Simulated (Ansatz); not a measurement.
# H$_{9}$NOSi$_{3}$: what the fields show

```xyz
14

O    -0.2121    2.6383   -0.2511
Si    0.6845    1.2516   -0.6987
Si    1.1053    0.3599    1.5397
N    -1.1103    0.0117   -0.8390
Si   -0.8128   -1.7688   -0.8741
H    -0.4654    2.7520    0.6765
H    -1.7304    0.2920   -0.0770
H     1.5826   -1.0585    1.5998
H    -0.1215    0.4086    2.4174
H     2.1312    1.1751    2.2613
H    -1.5324    0.3632   -1.6987
H    -1.8372   -2.4334   -1.7191
H    -0.9120   -2.2296    0.5262
H     0.5355   -1.9836   -1.4380
```

Level of theory: RKS B3LYP-D4/6-31G* (Ansatz 0.2.0).

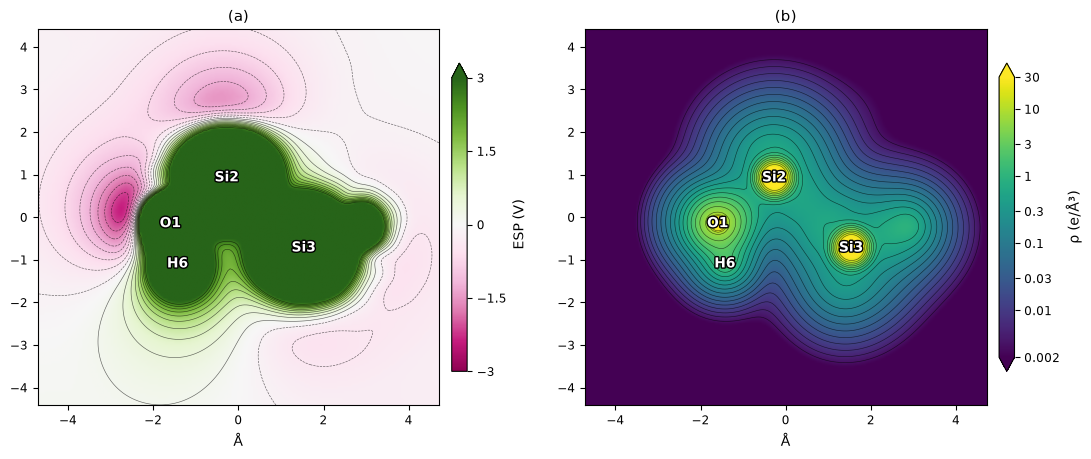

Figure 1. (a) electrostatic potential; (b) total electron density on the plane of atoms O1, Si2 and Si3.

### Describe what can be read from this map.

The section cuts through O, Si and H sites. Si–O (1.71 Å): the density is about 0.98 e/Å³ at the midpoint. Si–Si (2.45 Å): the density is about 0.56 e/Å³ at the midpoint. O–H (0.97 Å): ρ at the midpoint is about 3.6 e/Å³. Outside the dense part of the molecule the potential is most negative (−2.4 V) near O1.

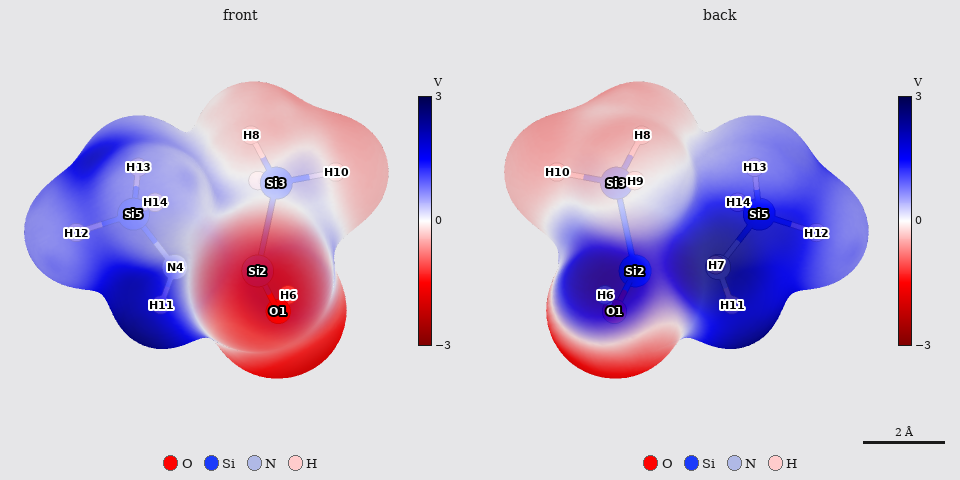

Figure 2. The electrostatic potential painted on the density surface at 0.002 e/bohr³, seen from the front and from behind; the colour scale runs from red (negative) to blue (positive).

### Where is the surface potential most negative and most positive?

The most negative region (about −1.8 V) lies over O1, the most positive (about +2.6 V) over H7 and H11. O1 is the likeliest acceptor of a hydrogen bond.

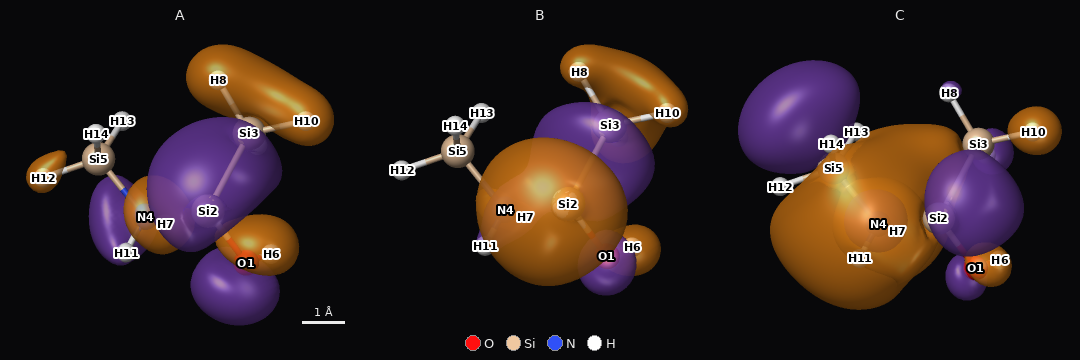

Figure 3. Three frontier orbitals at ±0.06 Å⁻³ᐟ² (orange and purple are the two phases), in no order.

### Order the three orbitals by energy and name them.

A is the HOMO−1 (−7.47 eV). It lies mainly on O1 (about 30 %), Si2 (about 25 %), Si3 (about 15 %) and N4 (about 15 %). B is the HOMO (−5.04 eV). By Hirshfeld shares it lies mainly on Si2 (about 60 %) and Si3 (about 20 %). C is the LUMO (−0.79 eV). Its weight (Hirshfeld) is mainly on Si5 (about 35 %), Si2 (about 20 %), N4 (about 10 %), H11 (about 5 %) and Si3 (about 5 %).

### What is the HOMO–LUMO gap?

4.25 eV between the orbital energies.
